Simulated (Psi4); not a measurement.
# CH4FSi (SMILES C[SiH]F): UMP2/cc-pVTZ-F12 (density fitting, density fitting for correlation, sweep point 2)

Aim: the vertical ionisation energy of CH4FSi at UMP2/cc-pVTZ-F12 (density fitting, density fitting for correlation, sweep point 2), from 2 runs. 

The calculation is run with Psi4 1.11.

## 1. The molecule

The species is CH4FSi (7 atoms), meant as a doublet with charge 0. SMILES: `C[SiH]F`. The coordinates come from a PBE0-D4/def2-TZVP relaxation.

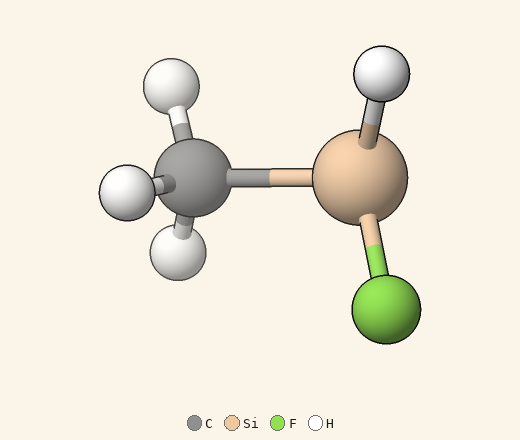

The structure, seen from a chosen angle (carbon grey, silicon light orange, fluorine green, hydrogen white).

## 2. A single-point energy at UMP2/cc-pVTZ-F12 (density fitting, density fitting for correlation, sweep point 2)

Input file job.in:

```
memory 1600 MB

molecule {
  0 2
  C     -1.23493602     0.73604833    -0.56313839
  Si     1.73363475    -1.12268629    -0.19672049
  F      1.21074753    -3.42569552     1.71889488
  H     -2.73046528    -0.39268509    -1.42504247
  H     -0.88854922     2.38275567    -1.76065783
  H     -1.89104893     1.39518480     1.28425787
  H      3.80080615     0.42707810     0.94240642
  units au
  symmetry c1
}

set globals {
  reference uhf
  puream true
  scf_type df
  num_frozen_docc 7
  maxiter 150
}

result, w = energy("mp2/cc-pVTZ-F12", return_wfn=True)
```

On the command line:

```bash
$ psi4 job.in job.out -n 1
```

job.out:

```text
[...]
  Running in c1 symmetry.
[...]
  Nuclear repulsion =  106.882452003914793
[...]
  Multiplicity = 2
[...]
  Nalpha       = 17
  Nbeta        = 16
[...]
    Number of basis functions: 240
[...]
   @DF-UHF iter   1:  -428.56549633104794   -7.51013e-01   2.04324e-03 DIIS/ADIIS
[...]
   @DF-UHF iter  13:  -428.68541860769290   -5.08180e-11   6.51644e-09 DIIS
[...]
   @S^2 Observed:                7.533802177E-01
[...]
    Orbital Energies [Eh]
    ---------------------
    Alpha Occupied:
       1A    -68.814922     2A    -26.278540     3A    -11.221425
       4A     -6.158808     5A     -4.271182     6A     -4.262587
       7A     -4.261398     8A     -1.581281     9A     -0.965319
      10A     -0.755030    11A     -0.667442    12A     -0.662459
      13A     -0.610088    14A     -0.574988    15A     -0.563844
      16A     -0.473172    17A     -0.339588
    Alpha Virtual:
      18A      0.036125    19A      0.043417    20A      0.049727
      21A      0.051611    22A      0.090978    23A      0.092950
      24A      0.094116    25A      0.128251    26A      0.138307
[...]
  @DF-UHF Final Energy:  -428.68541860769290
   => Energetics <=
    Nuclear Repulsion Energy =            106.8824520039147927
    One-Electron Energy =                -806.7113403055517438
    Two-Electron Energy =                 271.1434696939440983
    Total Energy =                       -428.6854186076928954
  UHF NO Occupations:
  HONO-2 :   15  A 1.9997929
  HONO-1 :   16  A 1.9986961
[...]
 Multipole Moments:
 ------------------------------------------------------------------------------------
     Multipole            Electronic (a.u.)      Nuclear  (a.u.)        Total (a.u.)
 ------------------------------------------------------------------------------------
 L = 1.  Multiply by 2.5417464519 to convert [e a0] to [Debye]
 Dipole X            :          2.5342028           -2.7379416           -0.2037388
 Dipole Y            :         -4.9837774            5.5794419            0.5956644
 Dipole Z            :          1.4332232           -1.7976209           -0.3643978
 Magnitude           :                                                    0.7274004
[...]
```

It took 8.1 s on 1 thread of Intel Xeon Platinum 8488C (Sapphire Rapids), shared host; peak memory 0.58 GiB.

## 3. The singlet cation at the same level

Input file job.inp:

```
memory 1.6 GB

molecule {
  1 1
  C     -1.23493602     0.73604833    -0.56313839
  Si     1.73363475    -1.12268629    -0.19672049
  F      1.21074753    -3.42569552     1.71889488
  H     -2.73046528    -0.39268509    -1.42504247
  H     -0.88854922     2.38275567    -1.76065783
  H     -1.89104893     1.39518480     1.28425787
  H      3.80080615     0.42707810     0.94240642
  units bohr
  symmetry c1
}

set {
  basis           cc-pVTZ-F12
  puream          true
  scf_type        df
  num_frozen_docc 7
}

energy_value, wavefunction = energy("mp2", return_wfn=True)
```

On the command line:

```bash
$ psi4 -i job.inp -o job.out -n 1
```

job.out:

```text
[...]
  Running in c1 symmetry.
[...]
  Nuclear repulsion =  106.882452003914793
[...]
  Multiplicity = 1
[...]
  Nalpha       = 16
  Nbeta        = 16
[...]
    Number of basis functions: 240
[...]
   @DF-RHF iter   1:  -428.25242543869484   -4.37942e-01   2.06586e-03 DIIS/ADIIS
[...]
   @DF-RHF iter  12:  -428.37991668962457   -1.00044e-11   2.81710e-09 DIIS
[...]
    Orbital Energies [Eh]
    ---------------------
    Doubly Occupied:
       1A    -69.139531     2A    -26.528296     3A    -11.455246
       4A     -6.476886     5A     -4.583674     6A     -4.581108
       7A     -4.580269     8A     -1.818917     9A     -1.187904
      10A     -0.988460    11A     -0.902395    12A     -0.887963
      13A     -0.843133    14A     -0.789169    15A     -0.780906
      16A     -0.707027
[...]
  @DF-RHF Final Energy:  -428.37991668962457
   => Energetics <=
    Nuclear Repulsion Energy =            106.8824520039147927
    One-Electron Energy =                -798.0229681552341390
    Two-Electron Energy =                 262.7605994616948237
    Total Energy =                       -428.3799166896245652
[...]
 Multipole Moments:
 ------------------------------------------------------------------------------------
     Multipole            Electronic (a.u.)      Nuclear  (a.u.)        Total (a.u.)
 ------------------------------------------------------------------------------------
 L = 1.  Multiply by 2.5417464519 to convert [e a0] to [Debye]
 Dipole X            :          3.1644785           -2.7379416            0.4265369
 Dipole Y            :         -4.6105620            5.5794419            0.9688799
 Dipole Z            :          0.4596878           -1.7976209           -1.3379331
 Magnitude           :                                                    1.7060853
[...]
```

It took 6.6 s on 1 thread of Intel Xeon Platinum 8488C (Sapphire Rapids), shared host; peak memory 0.57 GiB.

## 4. Outcome

Level: UMP2/cc-pVTZ-F12 (density fitting, density fitting for correlation, sweep point 2), 7 core orbitals frozen.

```
                                                                  quantity          value
                                              doublet CH4FSi: total energy  -429.24261 Eh
doublet CH4FSi: HOMO energy (Hartree–Fock orbitals) (highest over α and β)       -9.24 eV
 doublet CH4FSi: LUMO energy (Hartree–Fock orbitals) (lowest over α and β)        0.81 eV
               doublet CH4FSi: correlation energy (7 core orbitals frozen)     -557.2 mEh
                         doublet CH4FSi: ⟨S²⟩ of the reference determinant          0.753
                                              singlet cation: total energy  -428.93386 Eh
                       singlet cation: HOMO energy (Hartree–Fock orbitals)      -19.24 eV
                       singlet cation: LUMO energy (Hartree–Fock orbitals)       -7.35 eV
                     singlet cation: HOMO–LUMO gap (Hartree–Fock orbitals)       11.89 eV
               singlet cation: correlation energy (7 core orbitals frozen)     -553.9 mEh
                        vertical ionisation energy (to the singlet cation)       8.401 eV
```

In words: The vertical ionisation energy comes to 8.40 eV (811 kJ/mol). Only the singlet of the ionised species was computed; a triplet could lie lower.
